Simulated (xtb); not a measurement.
# C$_{3}$H$_{5}$F$_{3}$: molecular dynamics (part 2 of 2)

The same run, continued: C$_{3}$H$_{5}$F$_{3}$, multiplicity 3; GFN2-xTB (xtb 6.7.1). The run did not end well. The geometry comes from this level: PBE0-D4/def2-TZVP.

Geometry of the input (Å):
```
C  0.1784  -0.8865  0.9406
C  0.5451  0.1714  -0.0646
F  1.4077  -0.3603  -1.0058
C  -0.6537  0.7005  -0.8263
F  -0.2768  1.7025  -1.6500
F  -1.5535  1.2081  0.0532
H  1.0819  -1.2650  1.4197
H  -0.3322  -1.7209  0.4545
H  -0.4768  -0.4711  1.7071
H  1.0496  1.0223  0.4061
H  -1.1444  -0.0738  -1.4263
```

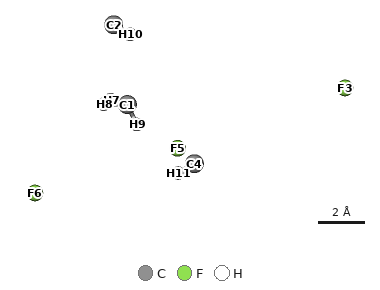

**Figure 1.** The geometry at step 5 of the log (ball-and-stick view, seen at a tilt; atoms are numbered from 1 in the order of the input).

## Output, continued
```
-170- xtb_calculator_singlepoint: Electronic structure method terminated
-169- scf: Setup of Coulomb evaluator failed
-168- type_latticepoint_update: Could not generate lattice points
-167- xtb_calculator_singlepoint: Electronic structure method terminated
-166- scf: Setup of Coulomb evaluator failed
-165- type_latticepoint_update: Could not generate lattice points
-164- xtb_calculator_singlepoint: Electronic structure method terminated
-163- scf: Setup of Coulomb evaluator failed
-162- type_latticepoint_update: Could not generate lattice points
-161- xtb_calculator_singlepoint: Electronic structure method terminated
-160- scf: Setup of Coulomb evaluator failed
-159- type_latticepoint_update: Could not generate lattice points
-158- xtb_calculator_singlepoint: Electronic structure method terminated
-157- scf: Setup of Coulomb evaluator failed
-156- type_latticepoint_update: Could not generate lattice points
-155- xtb_calculator_singlepoint: Electronic structure method terminated
-154- scf: Setup of Coulomb evaluator failed
-153- type_latticepoint_update: Could not generate lattice points
-152- xtb_calculator_singlepoint: Electronic structure method terminated
-151- scf: Setup of Coulomb evaluator failed
-150- type_latticepoint_update: Could not generate lattice points
-149- xtb_calculator_singlepoint: Electronic structure method terminated
-148- scf: Setup of Coulomb evaluator failed
-147- type_latticepoint_update: Could not generate lattice points
-146- xtb_calculator_singlepoint: Electronic structure method terminated
-145- scf: Setup of Coulomb evaluator failed
-144- type_latticepoint_update: Could not generate lattice points
-143- xtb_calculator_singlepoint: Electronic structure method terminated
-142- scf: Setup of Coulomb evaluator failed
-141- type_latticepoint_update: Could not generate lattice points
-140- xtb_calculator_singlepoint: Electronic structure method terminated
-139- scf: Setup of Coulomb evaluator failed
-138- type_latticepoint_update: Could not generate lattice points
-137- xtb_calculator_singlepoint: Electronic structure method terminated
-136- scf: Setup of Coulomb evaluator failed
-135- type_latticepoint_update: Could not generate lattice points
-134- xtb_calculator_singlepoint: Electronic structure method terminated
-133- scf: Setup of Coulomb evaluator failed
-132- type_latticepoint_update: Could not generate lattice points
-131- xtb_calculator_singlepoint: Electronic structure method terminated
-130- scf: Setup of Coulomb evaluator failed
-129- type_latticepoint_update: Could not generate lattice points
-128- xtb_calculator_singlepoint: Electronic structure method terminated
-127- scf: Setup of Coulomb evaluator failed
-126- type_latticepoint_update: Could not generate lattice points
-125- xtb_calculator_singlepoint: Electronic structure method terminated
-124- scf: Setup of Coulomb evaluator failed
-123- type_latticepoint_update: Could not generate lattice points
-122- xtb_calculator_singlepoint: Electronic structure method terminated
-121- scf: Setup of Coulomb evaluator failed
-120- type_latticepoint_update: Could not generate lattice points
-119- xtb_calculator_singlepoint: Electronic structure method terminated
-118- scf: Setup of Coulomb evaluator failed
-117- type_latticepoint_update: Could not generate lattice points
-116- xtb_calculator_singlepoint: Electronic structure method terminated
-115- scf: Setup of Coulomb evaluator failed
-114- type_latticepoint_update: Could not generate lattice points
-113- xtb_calculator_singlepoint: Electronic structure method terminated
-112- scf: Setup of Coulomb evaluator failed
-111- type_latticepoint_update: Could not generate lattice points
-110- xtb_calculator_singlepoint: Electronic structure method terminated
-109- scf: Setup of Coulomb evaluator failed
-108- type_latticepoint_update: Could not generate lattice points
-107- xtb_calculator_singlepoint: Electronic structure method terminated
-106- scf: Setup of Coulomb evaluator failed
-105- type_latticepoint_update: Could not generate lattice points
-104- xtb_calculator_singlepoint: Electronic structure method terminated
-103- scf: Setup of Coulomb evaluator failed
-102- type_latticepoint_update: Could not generate lattice points
-101- xtb_calculator_singlepoint: Electronic structure method terminated
-100- scf: Setup of Coulomb evaluator failed
-99- type_latticepoint_update: Could not generate lattice points
-98- xtb_calculator_singlepoint: Electronic structure method terminated
-97- scf: Setup of Coulomb evaluator failed
-96- type_latticepoint_update: Could not generate lattice points
-95- xtb_calculator_singlepoint: Electronic structure method terminated
-94- scf: Setup of Coulomb evaluator failed
-93- type_latticepoint_update: Could not generate lattice points
-92- xtb_calculator_singlepoint: Electronic structure method terminated
-91- scf: Setup of Coulomb evaluator failed
-90- type_latticepoint_update: Could not generate lattice points
-89- xtb_calculator_singlepoint: Electronic structure method terminated
-88- scf: Setup of Coulomb evaluator failed
-87- type_latticepoint_update: Could not generate lattice points
-86- xtb_calculator_singlepoint: Electronic structure method terminated
-85- scf: Setup of Coulomb evaluator failed
-84- type_latticepoint_update: Could not generate lattice points
-83- xtb_calculator_singlepoint: Electronic structure method terminated
-82- scf: Setup of Coulomb evaluator failed
-81- type_latticepoint_update: Could not generate lattice points
-80- xtb_calculator_singlepoint: Electronic structure method terminated
-79- scf: Setup of Coulomb evaluator failed
-78- type_latticepoint_update: Could not generate lattice points
-77- xtb_calculator_singlepoint: Electronic structure method terminated
-76- scf: Setup of Coulomb evaluator failed
-75- type_latticepoint_update: Could not generate lattice points
-74- xtb_calculator_singlepoint: Electronic structure method terminated
-73- scf: Setup of Coulomb evaluator failed
-72- type_latticepoint_update: Could not generate lattice points
-71- xtb_calculator_singlepoint: Electronic structure method terminated
-70- scf: Setup of Coulomb evaluator failed
-69- type_latticepoint_update: Could not generate lattice points
-68- xtb_calculator_singlepoint: Electronic structure method terminated
-67- scf: Setup of Coulomb evaluator failed
-66- type_latticepoint_update: Could not generate lattice points
-65- xtb_calculator_singlepoint: Electronic structure method terminated
-64- scf: Setup of Coulomb evaluator failed
-63- type_latticepoint_update: Could not generate lattice points
-62- xtb_calculator_singlepoint: Electronic structure method terminated
-61- scf: Setup of Coulomb evaluator failed
-60- type_latticepoint_update: Could not generate lattice points
-59- xtb_calculator_singlepoint: Electronic structure method terminated
-58- scf: Setup of Coulomb evaluator failed
-57- type_latticepoint_update: Could not generate lattice points
-56- xtb_calculator_singlepoint: Electronic structure method terminated
-55- scf: Setup of Coulomb evaluator failed
-54- type_latticepoint_update: Could not generate lattice points
-53- xtb_calculator_singlepoint: Electronic structure method terminated
-52- scf: Setup of Coulomb evaluator failed
-51- type_latticepoint_update: Could not generate lattice points
-50- xtb_calculator_singlepoint: Electronic structure method terminated
-49- scf: Setup of Coulomb evaluator failed
-48- type_latticepoint_update: Could not generate lattice points
-47- xtb_calculator_singlepoint: Electronic structure method terminated
-46- scf: Setup of Coulomb evaluator failed
-45- type_latticepoint_update: Could not generate lattice points
-44- xtb_calculator_singlepoint: Electronic structure method terminated
-43- scf: Setup of Coulomb evaluator failed
-42- type_latticepoint_update: Could not generate lattice points
-41- xtb_calculator_singlepoint: Electronic structure method terminated
-40- scf: Setup of Coulomb evaluator failed
-39- type_latticepoint_update: Could not generate lattice points
-38- xtb_calculator_singlepoint: Electronic structure method terminated
-37- scf: Setup of Coulomb evaluator failed
-36- type_latticepoint_update: Could not generate lattice points
-35- xtb_calculator_singlepoint: Electronic structure method terminated
-34- scf: Setup of Coulomb evaluator failed
-33- type_latticepoint_update: Could not generate lattice points
-32- xtb_calculator_singlepoint: Electronic structure method terminated
-31- scf: Setup of Coulomb evaluator failed
-30- type_latticepoint_update: Could not generate lattice points
-29- xtb_calculator_singlepoint: Electronic structure method terminated
-28- scf: Setup of Coulomb evaluator failed
-27- type_latticepoint_update: Could not generate lattice points
-26- xtb_calculator_singlepoint: Electronic structure method terminated
-25- scf: Setup of Coulomb evaluator failed
-24- type_latticepoint_update: Could not generate lattice points
-23- xtb_calculator_singlepoint: Electronic structure method terminated
-22- scf: Setup of Coulomb evaluator failed
-21- type_latticepoint_update: Could not generate lattice points
-20- xtb_calculator_singlepoint: Electronic structure method terminated
-19- scf: Setup of Coulomb evaluator failed
-18- type_latticepoint_update: Could not generate lattice points
-17- xtb_calculator_singlepoint: Electronic structure method terminated
-16- scf: Setup of Coulomb evaluator failed
-15- type_latticepoint_update: Could not generate lattice points
-14- xtb_calculator_singlepoint: Electronic structure method terminated
-13- scf: Setup of Coulomb evaluator failed
-12- type_latticepoint_update: Could not generate lattice points
-11- xtb_calculator_singlepoint: Electronic structure method terminated
-10- scf: Setup of Coulomb evaluator failed
-9- type_latticepoint_update: Could not generate lattice points
-8- xtb_calculator_singlepoint: Electronic structure method terminated
-7- scf: Setup of Coulomb evaluator failed
-6- type_latticepoint_update: Could not generate lattice points
-5- xtb_calculator_singlepoint: Electronic structure method terminated
-4- scf: Setup of Coulomb evaluator failed
-3- type_latticepoint_update: Could not generate lattice points
-2- xtb_calculator_singlepoint: Electronic structure method terminated
-1- scf: Self consistent charge iterator did not converge
########################################################################

------------------------------------------------------------------------
------------------------------------------------------------------------
 total:
 *  cpu-time:     0 d,  0 h,  0 min,  0.329 sec
 * ratio c/w:     1.000 speedup
 SCF:
 *  cpu-time:     0 d,  0 h,  0 min,  0.006 sec
 * ratio c/w:     0.999 speedup
 MD:
 *  cpu-time:     0 d,  0 h,  0 min,  0.314 sec
 * ratio c/w:     1.000 speedup
```

## Trajectory as extended XYZ (Å, eV, eV/Å), 10 frames, from step=0 to step=9
```
11
Properties=species:S:1:pos:R:3 step=0 time_fs=0.0 energy=-618.76995
C     0.1784   -0.8865    0.9406
C     0.5451    0.1714   -0.0646
F     1.4077   -0.3603   -1.0058
C    -0.6537    0.7005   -0.8263
F    -0.2768    1.7025   -1.6500
F    -1.5535    1.2081    0.0532
H     1.0819   -1.2650    1.4197
H    -0.3322   -1.7209    0.4545
H    -0.4768   -0.4711    1.7071
H     1.0496    1.0223    0.4061
H    -1.1444   -0.0738   -1.4263
11
Properties=species:S:1:pos:R:3 step=1 time_fs=32.0 energy=0.00000
C    -0.1653   -0.7288    1.2432
C     0.1612    0.3840    0.3960
F     2.4834   -0.8207   -1.9607
C    -0.2352    0.4964   -0.8933
F    -0.2665    1.5708   -1.5598
F    -2.3918    1.7007    0.3646
H     0.8559   -1.0559    1.0449
H    -0.7464   -1.4561    0.6718
H    -0.0771   -1.0137    2.2922
H     0.7251    1.2036    0.8547
H    -0.6571   -0.2321   -1.5945
11
Properties=species:S:1:pos:R:3 step=2 time_fs=64.0 energy=0.00000
C    -0.5508   -0.5219    1.6577
C     0.8515    0.5258    1.5181
F     3.5117   -1.2630   -2.9117
C    -0.7138    0.2550   -1.2269
F    -0.1484    1.4749   -1.6740
F    -3.2194    2.1571    0.7055
H     0.1854   -0.3275    0.8772
H    -1.2786   -1.0523    1.0394
H     0.2778   -1.2184    1.7907
H    -0.1552    0.1443    1.3154
H     0.0795   -0.0335   -1.9252
11
Properties=species:S:1:pos:R:3 step=3 time_fs=96.0 energy=0.00000
C    -0.6416   -0.4930    1.9390
C     0.6274    0.3449    2.4383
F     4.5094   -1.6922   -3.8343
C    -0.9164   -0.0781   -1.7855
F    -0.0339    1.3818   -1.7849
F    -4.0225    2.5999    1.0362
H    -0.8187    0.2371    1.1487
H    -1.6451   -0.5657    1.5138
H    -0.0252   -0.8539    1.1149
H     1.6748    0.0728    2.2682
H     0.0081    0.4562   -1.5405
11
Properties=species:S:1:pos:R:3 step=4 time_fs=128.0 energy=0.00000
C    -0.7448   -0.3616    1.8853
C     1.3001   -0.0803    3.1762
F     5.4775   -2.1087   -4.7297
C    -0.8186   -0.2342   -2.2532
F     0.0773    1.2915   -1.8925
F    -4.8017    3.0296    1.3571
H    -1.6443    0.2502    1.9607
H    -1.7828   -0.0721    2.0644
H    -0.6403   -0.2971    0.8016
H     0.7776    0.7531    3.6585
H    -0.9450    0.4294   -1.3906
11
Properties=species:S:1:pos:R:3 step=5 time_fs=160.0 energy=0.00000
C    -1.1242   -0.0592    1.7838
C     1.5359    0.2072    4.2972
F     6.4171   -2.5128   -5.5986
C    -0.7581   -0.1856   -2.4486
F     0.1852    1.2038   -1.9969
F    -5.5579    3.4466    1.6685
H    -1.7335   -0.2156    2.6745
H    -1.7504    0.3639    2.5724
H    -1.2770    0.2397    0.7462
H     1.1591   -0.6889    3.7922
H    -1.7669   -0.1975   -2.0213
11
Properties=species:S:1:pos:R:3 step=6 time_fs=192.0 energy=0.00000
C    -1.7090    0.2374    1.9159
C     1.4447   -0.2294    4.9822
F     7.3290   -2.9051   -6.4420
C    -0.9853   -0.1394   -2.5144
F     0.2899    1.1187   -2.0983
F    -6.2919    3.8514    1.9708
H    -1.3146   -0.5171    2.5972
H    -1.6065    0.6993    2.9004
H    -1.8628    0.6891    0.9352
H     2.4905    0.0603    5.1321
H    -1.7059   -0.8026   -3.0054
11
Properties=species:S:1:pos:R:3 step=7 time_fs=224.0 energy=0.00000
C    -2.1649    0.3807    2.2525
C     2.1749   -0.4419    5.7558
F     8.2144   -3.2860   -7.2608
C    -1.4023   -0.2726   -2.7086
F     0.3915    1.0361   -2.1966
F    -7.0045    4.2443    2.2642
H    -1.2618   -0.1207    1.9030
H    -1.4919    0.8910    2.9453
H    -2.3880    1.0038    1.3857
H     1.3246    0.1529    6.1069
H    -1.0567   -0.8558   -3.5693
11
Properties=species:S:1:pos:R:3 step=8 time_fs=256.0 energy=0.00000
C    -2.3375    0.4335    2.4890
C     2.2551   -0.1906    6.7767
F     9.0740   -3.6557   -8.0558
C    -1.7216   -0.5521   -3.1175
F     0.4902    0.9559   -2.2922
F    -7.6964    4.6258    2.5491
H    -1.9586    0.6957    1.5007
H    -1.4768    0.9932    2.8619
H    -2.8646    1.2212    1.9495
H     2.0809   -1.1314    6.2432
H    -0.6838   -0.4564   -3.4555
11
Properties=species:S:1:pos:R:3 step=9 time_fs=288.0 energy=0.00000
C    -2.4263    0.5899    2.4628
C     2.1920   -0.6262    7.3829
F     9.9087   -4.0148   -8.8277
C    -1.7806   -0.8021   -3.5983
F     0.5861    0.8780   -2.3849
F    -8.3683    4.9963    2.8258
H    -2.9295    1.3160    1.8235
H    -1.4935    1.0719    2.7640
H    -3.2386    1.3098    2.5690
H     3.2383   -0.3377    7.5320
H    -1.0752   -0.1330   -3.0933
```

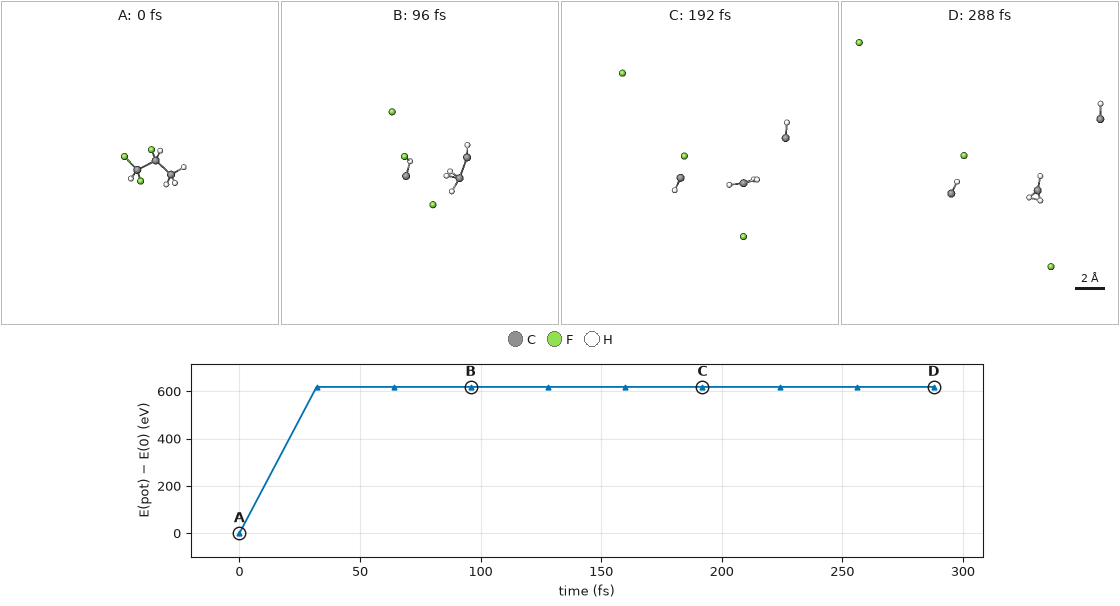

**Figure 2.** Frames of the molecular dynamics (ball-and-stick, seen at a tilt) above the curves, on which the letters mark them. The trajectory kept here has 10 frames over 288 fs. The potential energy ends 618.770 eV above its first value. After an unweighted best fit of the last frame on the first, the root-mean-square displacement is 5.90 Å, and F3 has moved furthest (13.32 Å).

## What the run reported

- outcome: not converged
- trajectory: 10 frames kept, 288 fs
- electrons treated: 38
- potential energy (first step): −22.739376 hartree
- dispersion energy (first step): −0.004778 hartree
- basis functions (first step): 29
- peak memory: 0.075 GiB

The run did not converge. Its last values are not results.
